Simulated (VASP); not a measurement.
Band structure of HgTe. Method: PBE GGA, VASP's PBE PAW potentials (set 64) (plane waves; VASP).

The cell holds a wide vacuum, so values per volume refer to the whole cell. Unless said otherwise, spin-orbit coupling is left out, though it shifts the bands of the heavy elements here.

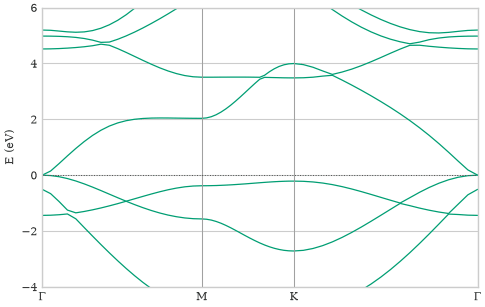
Fig. 1. Bands along high-symmetry lines, zero at the valence-band maximum or, without a gap, the Fermi level

Question: Read the plot: is there a gap, and where are the band edges?

Answer: It has no gap at this level: it comes out as a metal or semimetal.

The cell is a sheet with vacuum, built from a generated structure.
